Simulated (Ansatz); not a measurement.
**CH₉AlBNSi: one species, many methods**

How much do the methods differ for CH₉AlBNSi? The plan is to run it at one geometry with functionals of several rungs and with coupled cluster, and see how far each lands from CCSD(T) at the basis-set limit for the atomisation energy.

The runs use Ansatz 0.2.0, Gaussian basis; functionals in def2-TZVPP, the program's frozen cores in correlated methods.

Plan: PBE-D4, r2SCAN-D4, PBE0-D4, B3LYP-D4, ωB97X-V, ωB97M-V, B2PLYP; CCSD(T)/def2-TZVPP; MP2/def2-QZVPP; extrapolation to the limit.

## 1. Structure used throughout

An earlier PBE0-D4 in a triple-zeta def2 set relaxation fixed the geometry.

SMILES `C[SiH2][B](N)[AlH2]`, 14 atoms, charge 0, spin multiplicity 1.

Atoms are counted from 1 here; the program's logs count them from 0.

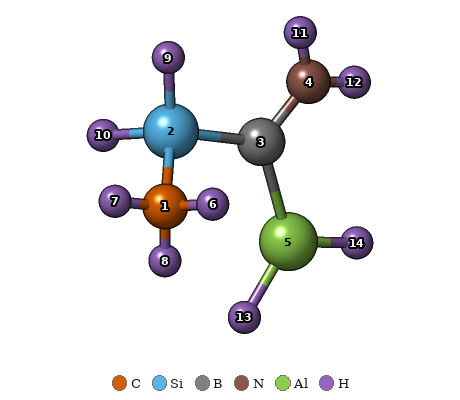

The structure; carbon orange, silicon blue, boron grey, nitrogen brown, aluminium green, hydrogen purple; atoms are numbered from 1 in the order of the file.

## 2. PBE-D4 (GGA)

in.yaml

```yaml
crystal:
  periodic: [false, false, false]
  atoms:
    - {symbol: C, position_ang: [-1.624659, 0.211496, -1.544091]}
    - {symbol: Si, position_ang: [-0.629840, -1.042443, -0.554494]}
    - {symbol: B, position_ang: [0.818858, -0.163495, 0.541127]}
    - {symbol: N, position_ang: [2.127539, -0.619746, 0.417014]}
    - {symbol: Al, position_ang: [0.449481, 1.451630, 1.904987]}
    - {symbol: H, position_ang: [-0.987889, 0.738265, -2.258941]}
    - {symbol: H, position_ang: [-2.429225, -0.273317, -2.100735]}
    - {symbol: H, position_ang: [-2.071759, 0.954445, -0.878785]}
    - {symbol: H, position_ang: [-0.075297, -2.076848, -1.489497]}
    - {symbol: H, position_ang: [-1.563554, -1.766440, 0.363889]}
    - {symbol: H, position_ang: [2.398491, -1.372725, -0.199728]}
    - {symbol: H, position_ang: [2.907117, -0.244529, 0.935920]}
    - {symbol: H, position_ang: [-0.962850, 2.179043, 2.050231]}
    - {symbol: H, position_ang: [1.630387, 1.995464, 2.842002]}
basis:
  gaussian: {orbitals: def2-TZVPP}
hamiltonian: {xc: pbe, dispersion: d4}
output: {forces: true, orbitals: {seedname: orbitals}}
```

On the command line:

```sh
$ ansatz run in.yaml --threads 4 --pin off --events-out ev --progress --plain --max-ram 10444MiB
```

Standard output, shortened:

```text
Functional definition: PBE
  name "PBE"
  cite "Perdew, Burke & Ernzerhof, Phys. Rev. Lett. 77, 3865 (1996) doi:10.1103/PhysRevLett.77.3865"
  parent pbe
[...]
1592 factors; their error is unknown
[...]
mean field -17813.94364870 eV, -654.6503543651 hartree, gradient 4.8e-5 eV, S^2 0.000000; 0 other end points of the search recorded, 0 dependent functions left out
[...]
reference -17813.94370553 eV, -654.6503564537 hartree; 27, 27 occupied and 276, 276 virtual orbitals, 1592 factors
Total energy: -17814.24038685 eV, -654.6612592909 hartree
Atom 0 at    -1.624659     0.211496    -1.544091 Å, force     0.006611    -0.016060     0.011682 eV/Å
Atom 1 at    -0.629840    -1.042443    -0.554494 Å, force     0.121258     0.041471     0.090982 eV/Å
Atom 2 at     0.818858    -0.163495     0.541127 Å, force    -0.317184     0.100764     0.029539 eV/Å
Atom 3 at     2.127539    -0.619746     0.417014 Å, force    -0.049322     0.029365     0.011847 eV/Å
Atom 4 at     0.449481     1.451630     1.904987 Å, force     0.001982    -0.064281    -0.058672 eV/Å
Atom 5 at    -0.987889     0.738265    -2.258941 Å, force     0.114559     0.100375    -0.132372 eV/Å
Atom 6 at    -2.429225    -0.273317    -2.100735 Å, force    -0.155977    -0.087565    -0.109793 eV/Å
Atom 7 at    -2.071759     0.954445    -0.878785 Å, force    -0.081567     0.140654     0.120431 eV/Å
Atom 8 at    -0.075297    -2.076848    -1.489497 Å, force     0.052231    -0.113325    -0.093560 eV/Å
Atom 9 at    -1.563554    -1.766440     0.363889 Å, force    -0.093644    -0.076240     0.088939 eV/Å
Atom 10 at     2.398491    -1.372725    -0.199728 Å, force     0.115100    -0.281184    -0.225872 eV/Å
Atom 11 at     2.907117    -0.244529     0.935920 Å, force     0.299843     0.131899     0.184885 eV/Å
Atom 12 at    -0.962850     2.179043     2.050231 Å, force    -0.097131     0.053498     0.013179 eV/Å
Atom 13 at     1.630387     1.995464     2.842002 Å, force     0.083240     0.040631     0.068785 eV/Å
Dipole moment:     0.437169    -0.123815    -0.163915 e Å
```

Run time: 1.7 s. Hardware: 4 threads of AMD EPYC 9B45, shared host; peak memory 0.46 GiB.

With the free atoms at this level, -17765.913 eV in sum, the atomisation energy is 48.327 eV. HOMO -5.44 eV, LUMO -2.86 eV.

## 3. r2SCAN-D4 (meta-GGA)

in.yaml: that of step 2 with these lines changed.

```diff
@@ -19,3 +19,3 @@
   gaussian: {orbitals: def2-TZVPP}
-hamiltonian: {xc: pbe, dispersion: d4}
+hamiltonian: {xc: r2scan, dispersion: d4}
 output: {forces: true, orbitals: {seedname: orbitals}}
```

The command is unchanged.

Standard output, shortened:

```text
Functional definition: r2SCAN
  name "r2SCAN"
  cite "Furness, Kaplan, Ning, Perdew & Sun, J. Phys. Chem. Lett. 11, 8208 (2020) doi:10.1021/acs.jpclett.0c02405"
  cite "Furness, Kaplan, Ning, Perdew & Sun, J. Phys. Chem. Lett. 11, 9248 (2020) doi:10.1021/acs.jpclett.0c03077"
  parent r2scan
[...]
1592 factors; their error is unknown
[...]
mean field -17823.03124503 eV, -654.9843173702 hartree, gradient 3.9e-5 eV, S^2 0.000000; 0 other end points of the search recorded, 0 dependent functions left out
[...]
reference -17823.03126222 eV, -654.9843180021 hartree; 27, 27 occupied and 276, 276 virtual orbitals, 1592 factors
Total energy: -17823.10775475 eV, -654.9871290506 hartree
Atom 0 at    -1.624659     0.211496    -1.544091 Å, force    -0.013341     0.009736    -0.003770 eV/Å
Atom 1 at    -0.629840    -1.042443    -0.554494 Å, force     0.031087    -0.030609     0.015402 eV/Å
[...]
Atom 4 at     0.449481     1.451630     1.904987 Å, force    -0.005479     0.025933     0.021183 eV/Å
Atom 5 at    -0.987889     0.738265    -2.258941 Å, force    -0.023440    -0.003056     0.011056 eV/Å
Atom 6 at    -2.429225    -0.273317    -2.100735 Å, force     0.010725     0.021160     0.003837 eV/Å
Atom 7 at    -2.071759     0.954445    -0.878785 Å, force     0.006039    -0.010820    -0.026382 eV/Å
Atom 8 at    -0.075297    -2.076848    -1.489497 Å, force    -0.012809     0.002107     0.005662 eV/Å
Atom 9 at    -1.563554    -1.766440     0.363889 Å, force     0.006239     0.006844    -0.012113 eV/Å
Atom 10 at     2.398491    -1.372725    -0.199728 Å, force     0.029535    -0.026366    -0.014662 eV/Å
Atom 11 at     2.907117    -0.244529     0.935920 Å, force     0.038583     0.000714     0.005927 eV/Å
Atom 12 at    -0.962850     2.179043     2.050231 Å, force     0.027235    -0.011800     0.000738 eV/Å
Atom 13 at     1.630387     1.995464     2.842002 Å, force    -0.020939    -0.008269    -0.014716 eV/Å
Dipole moment:     0.431443    -0.118206    -0.161025 e Å
```

Wall time 3 s (4 threads of AMD EPYC 9B45, shared host); peak memory 0.49 GiB.

Atomisation energy: 48.034 eV (free atoms -17775.073 eV, run apart). HOMO -5.62 eV, LUMO -2.67 eV.

## 4. PBE0-D4 (hybrid)

in.yaml: that of step 3 with these lines changed.

```diff
@@ -19,3 +19,3 @@
   gaussian: {orbitals: def2-TZVPP}
-hamiltonian: {xc: r2scan, dispersion: d4}
-output: {forces: true, orbitals: {seedname: orbitals}}
+hamiltonian: {xc: pbe0, dispersion: d4}
+output: {orbitals: {seedname: orbitals}}
```

The command is unchanged.

Standard output:

```text
Functional definition: PBE0
  name "PBE0"
  cite "Adamo & Barone, J. Chem. Phys. 110, 6158 (1999) doi:10.1063/1.478522"
  cite "Perdew, Burke & Ernzerhof, Phys. Rev. Lett. 77, 3865 (1996) doi:10.1103/PhysRevLett.77.3865"
  parent pbe
  parameter a = 0.25
  parameter kappa = 0.804
  parameter beta = 0.06672455060314922
  exchange = (1 - a)*pbe_x(kappa = kappa, mu = beta*pi^2/3) + a*exact_x
  correlation = pbe_c(beta = beta)
1626 factors; their error is unknown
mean field evaluation 1: about -17805.4061 eV, gradient 7.1e1 eV
mean field evaluation 2: about -17794.4440 eV, gradient 9.3e1 eV
mean field evaluation 4: about -17815.8677 eV, gradient 6.3e0 eV
mean field evaluation 8: about -17815.9603 eV, gradient 4.7e-2 eV
mean field evaluation 16: about -17815.9857 eV, gradient 3.5e-5 eV
mean field -17815.98568936 eV, -654.7253979753 hartree, gradient 3.5e-5 eV, S^2 0.000000; 0 other end points of the search recorded, 0 dependent functions left out
reference -17815.98573193 eV, -654.7253995394 hartree; 27, 27 occupied and 276, 276 virtual orbitals, 1626 factors
Total energy: -17816.24081331 eV, -654.7347736073 hartree
```

Run time: 2.6 s. Hardware: 4 threads of AMD EPYC 9B45, shared host; peak memory 0.87 GiB.

Atomisation energy: 47.879 eV (free atoms -17768.362 eV, run apart). HOMO -6.51 eV, LUMO -2.07 eV.

## 5. B3LYP-D4 (hybrid)

B3LYP here takes the VWN-RPA correlation.

in.yaml: that of step 4 with these lines changed.

```diff
@@ -19,3 +19,3 @@
   gaussian: {orbitals: def2-TZVPP}
-hamiltonian: {xc: pbe0, dispersion: d4}
-output: {orbitals: {seedname: orbitals}}
+hamiltonian: {xc: {name: B3LYP}, dispersion: d4}
+output: {forces: true, orbitals: {seedname: orbitals}}
```

The command is unchanged.

Standard output, shortened:

```text
Functional definition: B3LYP
  name "B3LYP"
  cite "Stephens, Devlin, Chabalowski & Frisch, J. Phys. Chem. 98, 11623 (1994) doi:10.1021/j100096a001"
  cite "Becke, Phys. Rev. A 38, 3098 (1988) doi:10.1103/PhysRevA.38.3098"
  cite "Lee, Yang & Parr, Phys. Rev. B 37, 785 (1988) doi:10.1103/PhysRevB.37.785"
  cite "Vosko, Wilk & Nusair, Can. J. Phys. 58, 1200 (1980) doi:10.1139/p80-159"
[...]
1619 factors; their error is unknown
[...]
mean field -17828.28148625 eV, -655.1772601764 hartree, gradient 1.0e-5 eV, S^2 0.000000; 0 other end points of the search recorded, 0 dependent functions left out
[...]
reference -17828.28183259 eV, -655.1772729044 hartree; 27, 27 occupied and 276, 276 virtual orbitals, 1619 factors
Total energy: -17828.75916577 eV, -655.1948145750 hartree
Atom 0 at    -1.624659     0.211496    -1.544091 Å, force    -0.059052     0.067994    -0.047226 eV/Å
[...]
Atom 4 at     0.449481     1.451630     1.904987 Å, force    -0.007502     0.061233     0.054543 eV/Å
Atom 5 at    -0.987889     0.738265    -2.258941 Å, force    -0.041729    -0.013433     0.024721 eV/Å
Atom 6 at    -2.429225    -0.273317    -2.100735 Å, force     0.029989     0.041169     0.014901 eV/Å
Atom 7 at    -2.071759     0.954445    -0.878785 Å, force     0.014537    -0.029053    -0.048917 eV/Å
Atom 8 at    -0.075297    -2.076848    -1.489497 Å, force    -0.030637     0.055436     0.049183 eV/Å
Atom 9 at    -1.563554    -1.766440     0.363889 Å, force     0.047063     0.037944    -0.052999 eV/Å
Atom 10 at     2.398491    -1.372725    -0.199728 Å, force     0.025355     0.001819     0.007966 eV/Å
Atom 11 at     2.907117    -0.244529     0.935920 Å, force     0.016234    -0.016788    -0.012559 eV/Å
Atom 12 at    -0.962850     2.179043     2.050231 Å, force     0.081526    -0.042963    -0.008291 eV/Å
Atom 13 at     1.630387     1.995464     2.842002 Å, force    -0.067594    -0.028649    -0.052979 eV/Å
Dipole moment:     0.427836    -0.118811    -0.152408 e Å
```

Run time: 4.4 s. Hardware: 4 threads of AMD EPYC 9B45, shared host; peak memory 1 GiB.

With the free atoms at this level, -17780.640 eV in sum, the atomisation energy is 48.120 eV. HOMO -6.34 eV, LUMO -2.24 eV.

## 6. ωB97X-V (range-separated)

in.yaml: that of step 5 with these lines changed.

```diff
@@ -19,3 +19,3 @@
   gaussian: {orbitals: def2-TZVPP}
-hamiltonian: {xc: {name: B3LYP}, dispersion: d4}
-output: {forces: true, orbitals: {seedname: orbitals}}
+hamiltonian: {xc: {name: wB97X-V}}
+output: {orbitals: {seedname: orbitals}}
```

Launched as before.

Standard output, shortened:

```text
Functional definition: wB97X-V
  name "wB97X-V"
  cite "Mardirossian & Head-Gordon, Phys. Chem. Chem. Phys. 16, 9904 (2014) doi:10.1039/C3CP54374A"
  cite "Becke, J. Chem. Phys. 107, 8554 (1997) doi:10.1063/1.475007"
  cite "Vydrov & Van Voorhis, J. Chem. Phys. 133, 244103 (2010) doi:10.1063/1.3521275"
[...]
      + integral(e_c_pw_opposite_spin*poly(b97_u_opposite, cos0, cos1)) + vv10(b, c)
1614 factors; their error is unknown
419 factors; integrals over basis functions are off by at most 1.4e-5 eV
[...]
mean field -17823.43029074 eV, -654.9989820297 hartree, gradient 3.2e-5 eV, S^2 0.000000; 0 other end points of the search recorded, 0 dependent functions left out
reference -17823.43028795 eV, -654.9989819272 hartree; 27, 27 occupied and 276, 276 virtual orbitals, 1614 factors
Total energy: -17823.43028795 eV, -654.9989819272 hartree
```

Run time: 5.5 s. Hardware: 4 threads of AMD EPYC 9B45, shared host; peak memory 1.1 GiB.

With the free atoms at this level, -17775.173 eV in sum, the atomisation energy is 48.257 eV. HOMO -8.76 eV, LUMO -0.11 eV.

## 7. ωB97M-V (range-separated)

in.yaml: that of step 6 with these lines changed.

```diff
@@ -19,3 +19,3 @@
   gaussian: {orbitals: def2-TZVPP}
-hamiltonian: {xc: {name: wB97X-V}}
-output: {orbitals: {seedname: orbitals}}
+hamiltonian: {xc: {name: wB97M-V}}
+output: {forces: true, orbitals: {seedname: orbitals}}
```

Launched as before.

Standard output, shortened:

```text
Functional definition: wB97M-V
  name "wB97M-V"
  cite "Mardirossian & Head-Gordon, J. Chem. Phys. 144, 214110 (2016) doi:10.1063/1.4952647"
  cite "Becke, J. Chem. Phys. 107, 8554 (1997) doi:10.1063/1.475007"
  cite "Vydrov & Van Voorhis, J. Chem. Phys. 133, 244103 (2010) doi:10.1063/1.3521275"
  # Of w^i u^j: cxij and so on, Table III.
[...]
  gx(w, u) = 1 - cx + cx01*u + cx10*w
  gss(w, u) = css00 + css04*u^4 + css10*w + css20*w^2 + css43*w^4*u^3
  gos(w, u) = cos00 + cos10*w + (cos20 + cos21*u)*w^2 + (cos60 + cos61*u)*w^6
[...]
      + integral(e_c_pw_mod_opposite_spin*gos(b97_w_opposite, b97_u_opposite)) + vv10(b, c)
1598 factors; their error is unknown
419 factors; integrals over basis functions are off by at most 1.4e-5 eV
[...]
Atom 4 at     0.449481     1.451630     1.904987 Å, force     0.008663     0.043334     0.044999 eV/Å
Atom 5 at    -0.987889     0.738265    -2.258941 Å, force    -0.047145    -0.031454     0.046247 eV/Å
Atom 6 at    -2.429225    -0.273317    -2.100735 Å, force     0.056492     0.046489     0.038616 eV/Å
Atom 7 at    -2.071759     0.954445    -0.878785 Å, force     0.026133    -0.046466    -0.049520 eV/Å
Atom 8 at    -0.075297    -2.076848    -1.489497 Å, force    -0.047348     0.103281     0.090498 eV/Å
Atom 9 at    -1.563554    -1.766440     0.363889 Å, force     0.090251     0.072642    -0.093533 eV/Å
Atom 10 at     2.398491    -1.372725    -0.199728 Å, force    -0.020062     0.042453     0.034175 eV/Å
Atom 11 at     2.907117    -0.244529     0.935920 Å, force    -0.042682    -0.019568    -0.027380 eV/Å
Atom 12 at    -0.962850     2.179043     2.050231 Å, force     0.136264    -0.071811    -0.015527 eV/Å
Atom 13 at     1.630387     1.995464     2.842002 Å, force    -0.113273    -0.055181    -0.096285 eV/Å
Dipole moment:     0.432361    -0.114488    -0.148596 e Å
```

Run time: 8.5 s. Hardware: 4 threads of AMD EPYC 9B45, shared host; peak memory 1.3 GiB.

With the free atoms at this level, -17775.444 eV in sum, the atomisation energy is 48.126 eV. HOMO -8.55 eV, LUMO -0.35 eV.

## 8. B2PLYP (double hybrid)

in.yaml: that of step 7 with these lines changed.

```diff
@@ -19,3 +19,2 @@
   gaussian: {orbitals: def2-TZVPP}
-hamiltonian: {xc: {name: wB97M-V}}
-output: {forces: true, orbitals: {seedname: orbitals}}
+hamiltonian: {xc: {name: B2PLYP}}
```

The command is unchanged.

Standard output, shortened:

```text
Functional definition: B2PLYP
  name "B2PLYP"
  cite "Grimme, J. Chem. Phys. 124, 034108 (2006) doi:10.1063/1.2148954"
  cite "Becke, Phys. Rev. A 38, 3098 (1988) doi:10.1103/PhysRevA.38.3098"
  cite "Lee, Yang & Parr, Phys. Rev. B 37, 785 (1988) doi:10.1103/PhysRevB.37.785"
[...]
1747 factors; integrals over basis functions are off by at most 7.9e-4 eV
[...]
mean field -17810.73999604 eV, -654.5326223013 hartree, gradient 3.9e-6 eV, S^2 0.000000; 0 other end points of the search recorded, 0 dependent functions left out
13 core orbitals not correlated: weight in the atoms' cores, before any rotation towards them, 1.000 or more for the frozen orbitals, at most 0.000 for the correlated occupied ones
reference -17810.74021535 eV, -654.5326303609 hartree; 14, 14 occupied and 276, 276 virtual orbitals, 1747 factors
second order -23.26112450 eV of doubles, -0.00000000 eV of singles
Total energy: -17817.02071897 eV, -654.7634346116 hartree
```

Run time: 4.8 s. Hardware: 4 threads of AMD EPYC 9B45, shared host; peak memory 0.9 GiB.

Atomisation energy: 47.418 eV (free atoms -17769.603 eV, run apart).

## 9. Frontier levels by functional

Dipoles come from the runs that computed forces. Levels, from each run's orbital file:

```tsv
functional	HOMO (eV)	LUMO (eV)	gap (eV)	dipole (D)
PBE-D4	-5.44	-2.86	2.58	2.32
r2SCAN-D4	-5.62	-2.67	2.95	2.28
PBE0-D4	-6.51	-2.07	4.44	
B3LYP-D4	-6.34	-2.24	4.10	2.25
ωB97X-V	-8.76	-0.11	8.65	
ωB97M-V	-8.55	-0.35	8.21	2.26
```

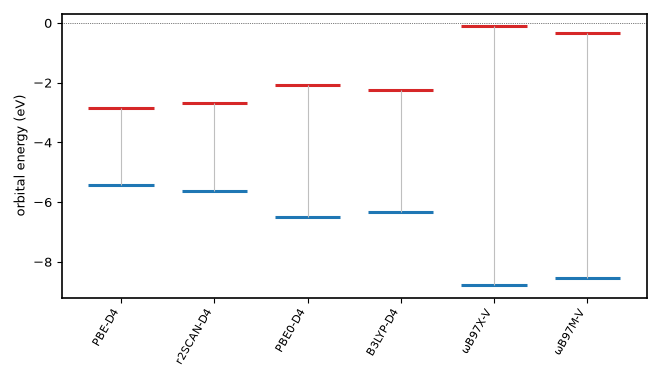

Highest occupied (blue) and lowest empty (red) level by functional.

## 10. CCSD(T) in def2-TZVPP

in.yaml: that of step 8 with these lines changed.

```diff
@@ -19,2 +19,2 @@
   gaussian: {orbitals: def2-TZVPP}
-hamiltonian: {xc: {name: B2PLYP}}
+correlation: {method: ccsd_t}
```

Launched as before.

Standard output, shortened:

```text
Functional definition: HF
  name "HF"
  cite "Fock, Z. Phys. 61, 126 (1930) doi:10.1007/BF01340294"
  parent pbe
[...]
1747 factors; integrals over basis functions are off by at most 7.9e-4 eV
[...]
mean field -17773.61923590 eV, -653.1684595276 hartree, gradient 6.6e-6 eV, S^2 0.000000; 0 other end points of the search recorded, 0 dependent functions left out
13 core orbitals not correlated: weight in the atoms' cores, before any rotation towards them, 1.000 or more for the frozen orbitals, at most 0.000 for the correlated occupied ones
reference -17773.61923590 eV, -653.1684595276 hartree; 14, 14 occupied and 276, 276 virtual orbitals, 1747 factors
second order -19.03724878 eV of doubles, -0.00000000 eV of singles
cycle   1  -20.16358917 eV  change    -1.1e0 eV  update   1.0e-1
[...]
cycle  10  -20.83918800 eV  change    1.9e-5 eV  update   1.6e-5
perturbative correction -0.79891308 eV, -0.0293595140 hartree
Total energy: -17795.25733697 eV, -653.9636450751 hartree
```

It took 3.6 min on 4 threads of AMD EPYC 9B45, shared host; peak memory 3.8 GiB.

## 11. MP2 in def2-QZVPP

in.yaml: that of step 10 with these lines changed.

```diff
@@ -18,3 +18,3 @@
 basis:
-  gaussian: {orbitals: def2-TZVPP}
-correlation: {method: ccsd_t}
+  gaussian: {orbitals: "def2-QZVPP.json"}
+correlation: {method: mp2}
```

Launched as before.

Standard output:

```text
Functional definition: HF
  name "HF"
  cite "Fock, Z. Phys. 61, 126 (1930) doi:10.1007/BF01340294"
  parent pbe
  exchange = exact_x
  correlation = 0
3402 factors; integrals over basis functions are off by at most 8.2e-4 eV
mean field evaluation 1: about -17769.2331 eV, gradient 4.3e1 eV
mean field evaluation 2: about -17769.3520 eV, gradient 4.3e1 eV
mean field evaluation 4: about -17774.1231 eV, gradient 4.5e0 eV
mean field evaluation 8: about -17774.2092 eV, gradient 2.4e-1 eV
mean field -17774.20963269 eV, -653.1901562095 hartree, gradient 3.3e-6 eV, S^2 0.000000; 0 other end points of the search recorded, 0 dependent functions left out
13 core orbitals not correlated: weight in the atoms' cores, before any rotation towards them, 1.000 or more for the frozen orbitals, at most 0.000 for the correlated occupied ones
reference -17774.20963269 eV, -653.1901562095 hartree; 14, 14 occupied and 554, 554 virtual orbitals, 3402 factors
second order -20.33118597 eV of doubles, -0.00000000 eV of singles
Total energy: -17794.54081866 eV, -653.9373135128 hartree
```

Wall time 25 s (4 threads of AMD EPYC 9B45, shared host); peak memory 4.5 GiB.

The pieces so far (eV):

```tsv
basis	HF	MP2 correlation	CCSD correlation	(T)	total
def2-TZVPP	-17773.6192	-19.0372	-20.8392	-0.7989	-17795.2573
def2-QZVPP	-17774.2096	-20.3312			-17794.5408 (MP2)
```

The report of the def2-TZVPP run gives T1 = 0.0131.

## 12. Extrapolating to the complete basis

This step is arithmetic on the last runs, with X = 3 and 4: exp(−7.88√X) for Hartree-Fock, X^−2.97 for correlation; only MP2 was run in the larger set, so CCSD(T) minus MP2 is added from the smaller one.

```tsv
level	energy at the limit (eV)
HF	-17774.2910
MP2	-17795.5806
CCSD	-17797.3825
CCSD(T)	-17798.1815
```

## 13. The ladder

Free atoms (1 C, 1 Si, 1 B, 1 N, 1 Al, 9 H) were run apart at each level; the atomisation energy is their sum less the molecule, without zero-point or spin-orbit terms.

Differences are taken before rounding.

```tsv
method	rung	atomisation energy (eV)	from CCSD(T)/CBS (eV)	time
PBE-D4	GGA	48.327	+0.434	1.7 s
r2SCAN-D4	meta-GGA	48.034	+0.141	3 s
PBE0-D4	hybrid	47.879	-0.015	2.6 s
B3LYP-D4	hybrid	48.120	+0.226	4.4 s
ωB97X-V	range-separated	48.257	+0.364	5.5 s
ωB97M-V	range-separated	48.126	+0.233	8.5 s
B2PLYP	double hybrid	47.418	-0.475	4.8 s
HF/def2-TZVPP	wavefunction	35.848	-12.046	
MP2/def2-TZVPP	wavefunction	46.827	-1.066	
CCSD/def2-TZVPP	wavefunction	46.160	-1.733	
CCSD(T)/def2-TZVPP	wavefunction	46.708	-1.186	3.6 min
MP2/CBS	wavefunction	48.013	+0.120	
CCSD(T)/CBS	wavefunction	47.893	0	4.1 min
```

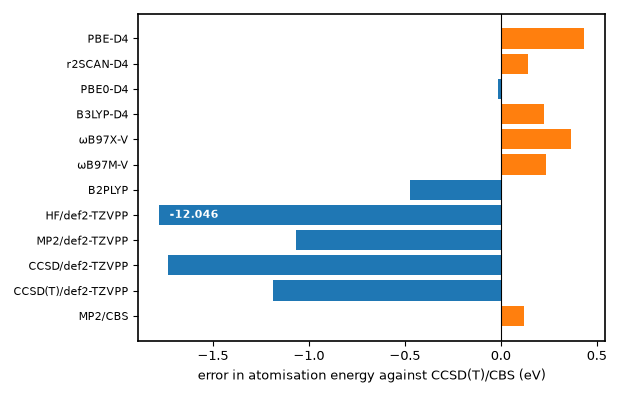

Deviations from CCSD(T)/CBS, method by method. Bars with a number in them are cut short.

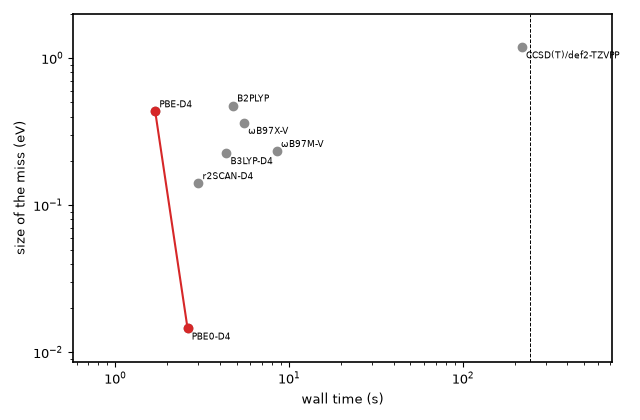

Accuracy for the time spent; red marks the levels that beat every quicker one drawn (of those quicker than the yardstick), and the dashed line is the time of CCSD(T)/CBS. Times are from a shared host.

B2PLYP carry no dispersion term (for B3LYP, D4 adds 0.477 eV).

Times are those of the molecule's run; HF, MP2 and CCSD come out of the CCSD(T) runs, and the limit's time is the sum of the runs that it needs.

## 14. Outcome

| quantity | value |
| --- | --- |
| atomisation energy, CCSD(T)/CBS | 47.893 eV |
| functionals within 0.239 eV (0.5 %) | r2SCAN-D4, PBE0-D4, B3LYP-D4, ωB97M-V |
| farthest | B2PLYP (-0.475 eV) |
| mean size of error, hybrid | 0.120 eV |
| mean size of error, range-separated | 0.298 eV |
| gap, smallest and largest | 2.58 eV (PBE-D4), 8.65 eV (ωB97X-V) |
| T1 diagnostic | 0.0131 |
| triples share of the correlation energy | 3.7 % |

PBE-D4 is off by +0.434 eV. Double hybrids carry the basis error of their MP2 part in triple zeta, and no dispersion term here, so their miss is partly the set-up's. The reference freezes the cores and leaves out relativity and excitations past (T), so misses under about 0.239 eV can't be ranked. Hartree-Fock recovers 75 % of the binding; the rest is correlation. Orbital gaps span 2.6 to 8.6 eV; exact exchange widens them.

PBE0-D4 reaches 0.015 eV from the reference in 2.6 s, where CCSD(T)/CBS took 4.1 min; the quickest level in the cost chart, PBE-D4, takes 1.7 s and misses by 0.434 eV.
